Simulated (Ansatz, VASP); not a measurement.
**NbP: VASP beside Ansatz**

Aim: how closely do two programs agree when they are given the same cell, functional and k mesh?

Calculated with Ansatz 0.2.0; plane waves, with VASP 6.6.1 beside it; zone-centre phonons at PBEsol.

## Step 1: The structure

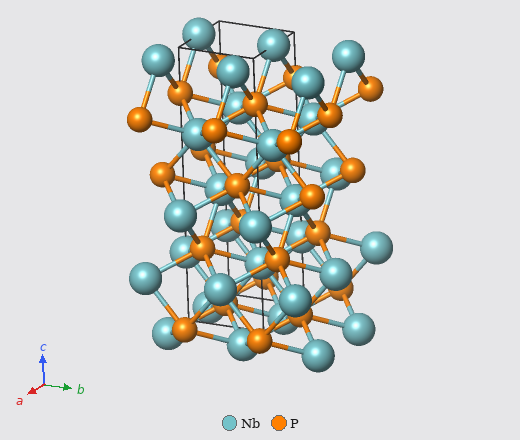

The starting structure, seen slightly off an axis (niobium teal, phosphorus orange). 2×2×1 cells are drawn. This picture shows the conventional cell, with its axes. Some periodic images of atoms are drawn too.

## Step 2: Ansatz: zone-centre phonons, PBEsol

Ansatz runs on its default PAW (the set named soft_2) files.

Second derivatives magnify differences that forces hide, and they need a tight electronic threshold.

input.yaml

```yaml
crystal:
  lattice:
    - [-1.6591028069, 1.6591028069, 5.6429703426]
    - [1.6591028069, -1.6591028069, 5.6429703426]
    - [1.6591028069, 1.6591028069, -5.6429703426]
  atoms:
    - { symbol: Nb, position: [0.2501677174, 0.7501677174, 0.5] }
    - { symbol: Nb, position: [0.5001677174, 0.5001677174, 0.0] }
    - { symbol: P, position: [0.8324608526, 0.3324608526, 0.5] }
    - { symbol: P, position: [0.0824608526, 0.0824608526, 0.0] }
hamiltonian:
  xc: pbesol
  pseudopotentials: { kind: paw }
kpoints:
  mp_grid: { grid: [14, 14, 14] }
scf:
  occupations: { method: gaussian, width: 0.05 }
phonons:
  method: dfpt
  qpoints: [[0, 0, 0]]
```

Started as:

```sh
$ ansatz run input.yaml --threads 4 --pin off --max-ram 9216MiB --backend cpu --events-out ev --progress --plain --runs-dir out
```

Numbers of over 12 decimals in the logs are rounded to 6 here.

The program printed:

```text
zone centre: on kpoints.mp_grid the ground state, and the responses unless they are solved on pairs of k-points, stand on 428 of the mesh's 2744 k-points, reduced under 4 symmetry operations, with k and −k counted as one. Each operation leaves every solved displacement unchanged or reverses it
Engine: ansatz 0.2.0, aarch64-unknown-linux-gnu
Pseudopotentials: kind: paw
Pseudopotential: Nb, paw, valence charge 13, recommended cutoff 420 eV (normal), Nb.paw.azcp
Pseudopotential: P, paw, valence charge 5, recommended cutoff 420 eV (normal), P.paw.azcp
Functional definition: PBEsol
  exchange = pbesol_x
  correlation = pbesol_c
Crystal: 4 atoms, lattice volume = 62.132 Å³
Basis set: ecut = 420 eV, 1215 PW (Γ), exchange–correlation on 96×96×96 points (8 copies of the dense FFT grid, shifted against one another)
Bands: 22, of which v1, the nominal top of the filled ones, is band 18 counted from 1 (17 counted from 0)
Symmetry: 8 space group operations
k-points: 428 of 2744 (irreducible under 4 space group operations, time reversal used)
Non-local potential: Nb, projectors of the file, l = 0: 3, l = 1: 2, l = 2: 2, l = 3: 1
Non-local potential: P, projectors of the file, l = 0: 2, l = 1: 2, l = 2: 2
PAW form: soft (Blöchl's): semilocal exchange-correlation on the pseudo side does not see the compensation charge
PAW frozen core: Nb, regenerated for the run's functional, and the local potential with it (the file was generated under x = pbe(κ = 0.804, μ = 0.219515), c = pbe(β = 0.066725))
PAW frozen core: P, regenerated for the run's functional, and the local potential with it (the file was generated under x = pbe(κ = 0.804, μ = 0.219515), c = pbe(β = 0.066725))
PAW one-centre angular grid: Nb, 590 points (default); XC on 64 Gauss nodes
PAW one-centre angular grid: P, 110 points (default); XC on 64 Gauss nodes
Initial density: superposition of atomic densities (neutral atoms: chi_scale 0, normalization atom), corrected by the library's trained network
Initial wavefunctions: pseudopotential atomic-orbital guess
Functional: x = pbesol(κ = 0.804, μ = 0.123457), c = pbesol(β = 0.046)
SCF iter   1: F=—  HF=-10475.413686 eV  |F-HF|=—  |Δ(HF+E_count)|=         —  Δρ=8.41e-3  dr2=2.66e-2  ethr=1.77e-3  ⟨swp⟩=6.0  Hψ=47561  notcnv=0
preconditioner: auto → Kerker (q_TF=auto, 2.491 Å⁻¹)  [metal: Δε(μ)=0.016 eV  Ē_g=6.682 eV  σ=0.050 eV  W_gap=0.18  n_scr=12 (ndim 8)  ℏωp=21.1 eV  f_vac=0.000  D(μ)=0.56/eV (n_scr^D=2)]
SCF iter   2: F=—  HF=-10475.410404 eV  |F-HF|=—  |Δ(HF+E_count)|=   3.28e-3  Δρ=4.74e-3  dr2=8.25e-3  ethr=7.38e-5  ⟨swp⟩=1.3  Hψ=13016  notcnv=0
SCF iter   3: F=—  HF=-10475.409319 eV  |F-HF|=—  |Δ(HF+E_count)|=   1.09e-3  Δρ=6.40e-4  dr2=2.75e-4  ethr=2.29e-5  ⟨swp⟩=2.8  Hψ=15033  notcnv=0
SCF iter   4: F=—  HF=-10475.409256 eV  |F-HF|=—  |Δ(HF+E_count)|=   6.31e-5  Δρ=1.18e-4  dr2=7.87e-6  ethr=7.63e-7  ⟨swp⟩=2.3  Hψ=12652  notcnv=0
SCF iter   5: F=—  HF=-10475.409254 eV  |F-HF|=—  |Δ(HF+E_count)|=   2.49e-6  Δρ=2.02e-5  dr2=2.54e-7  ethr=2.19e-8  ⟨swp⟩=2.3  Hψ=13579  notcnv=0
SCF iter   6: F=—  HF=-10475.409237 eV  |F-HF|=—  |Δ(HF+E_count)|=   1.71e-5  Δρ=4.32e-6  dr2=9.54e-9  ethr=7.05e-10  ⟨swp⟩=2.6  Hψ=15598  notcnv=0
SCF iter   7: F=—  HF=-10475.409237 eV  |F-HF|=—  |Δ(HF+E_count)|=  2.56e-10  Δρ=5.81e-7  dr2=1.17e-10  ethr=2.65e-11  ⟨swp⟩=2.4  Hψ=14935  notcnv=0
SCF iter   8: F=-10475.409237 eV  HF=-10475.409237 eV  |F-HF|=3.64e-12  |Δ(HF+E_count)|=  3.64e-11  Δρ=8.36e-8  dr2=3.35e-12  ethr=1.00e-12  ⟨swp⟩=5.1  Hψ=40194  notcnv=0
SCF 1 converged in 8 iterations: F = -10475.409237 eV  dr2 = 3.35e-12
  greatest PAW one-centre occupation: 0.998 electrons in one spin orbital (limit 2), on the Nb atom at site 1 (counted from 0), in its partial waves of l = 0
DFPT response loops at Γ: preconditioner auto → Kerker (q_TF=auto, 2.491 Å⁻¹) (partly filled bands, converged f_vac=0.000); β = 1.00, the filter's whole step (`scf.mixing.beta` (0.50) is not read by the response loops under this deck's `scf.mixing.preconditioner`; to damp them name `kerker` or `kerker_dos`, under which they read `scf.mixing.beta`, and type it under 1.00, their step now; both keys bind the ground state too); Broyden in place of MSR1
SCF converged after 8 iterations
Free energy (F): -10475.409237 eV
Harris-Foulkes:  -10475.409237 eV  (|F-HF|=3.64e-12)
Internal energy: -10475.408546 eV  (E = F + TS)
E sigma→0 (E₀):  -10475.408892 eV
Entropy (-TS):   -0.000690 eV (-0.173 meV/atom)
Fermi energy:    15.389788 eV
--- Per-component energies (eV) ---
  E_band       = -127.091311
  E_kinetic    = 937.602876
  E_local      = -1686.651387  (includes V_loc(G=0)·N_el)
  E_nonlocal   = 309.059186
  E_hartree    = 548.842874
  E_xc         = -475.781739
  E_vxc        = -552.729854  (∫ρ·V_xc dr)
  E_paw        = -7143.445588  (= ΣΔE_a)
  E_vpaw       = -232.057904  (= ΣTr[D̂ρ^β])
  E_aug_tail   = 0.000021  (compensation charges beyond the density's cutoff)
  E_ewald      = -2965.504400
  E_core_change = 0.469610  (= ΣΔE_core)
  E_smearing   = -0.000690  (= −TS)
  E_closure    = 0.000000  (closes the sum)
  Σ components = -10475.409237   (vs F -10475.409237, Δ=0.00e0)
--- Band table (eV; the first three rows and the last of 428) ---
  k-point 0: bands = [... 14 lower, 13.1453, 13.6179, 14.0176, 14.0176, 16.2082, 17.0472, 18.1811, 18.6535]
  k-point 1: bands = [... 14 lower, 13.0911, 13.4863, 14.0135, 14.1474, 15.9867, 16.7057, 18.1722, 18.3120]
  k-point 2: bands = [... 14 lower, 12.7736, 13.6243, 14.3360, 14.4357, 15.7093, 15.9771, 17.8848, 18.3938]
  k-point 427: bands = [... 14 lower, 12.6016, 12.6016, 14.8964, 14.8964, 16.5982, 16.5982, 17.8261, 17.8261]
--- Phonons (Γ-DFPT): 6 representative perturbations + reference, on 428 of 2744 k-points (Σ response iterations 18) ---
  k mesh reduced under 4 symmetry operations, with k and −k counted as one. Each operation leaves every solved displacement unchanged or reverses it
  ASR residual: 5.739e-5 → 0.000e0 eV/Å²; symmetrization residual: 3.917e-6 eV/Å²
  ASR residual per site (eV/Å²): 5.74e-5 5.74e-5 1.98e-5 1.98e-5
  Γ frequencies (cm⁻¹): 0.00 0.00 0.00 186.96 186.96 256.72 333.92 333.92 361.06 361.06 377.96 391.40
  non-analytic LO–TO correction: not included (Born effective charges unavailable; polar crystals: no LO–TO splitting at Γ)
--- Phonons (arbitrary-q DFPT): 1 explicit q-point ---
  q = [0, 0, 0] (of the zone-centre solve; hermiticity 4.51e-7, symmetrization 9.82e-15): -0.00 -0.00 0.00 186.96 186.96 256.72 333.92 333.92 361.06 361.06 377.96 391.40
  sum rule: each row above includes the acoustic sum rule's correction from the zone centre's row sums; it moved no ω² by more than (0.42 cm⁻¹)²
```

Elapsed: 3.7 min, on 4 threads of Arm Neoverse V1, shared host; peak memory 2.1 GiB; 14 min of CPU time.

(Part 1 of 3 ends here.)

[Lines on the potential files, build, host, timing and source positions are cut from VASP's logs without a mark.]

[Logs are printed without paths, hosts, clocks, repeated set-up lines and the standing remarks that a program may print on its own settings, such as how far it seeks lower states.]

[Hosts, paths, dates, database ids (printed as entryN), source tags and the programs' standing remarks are cut or masked in the printed files.]
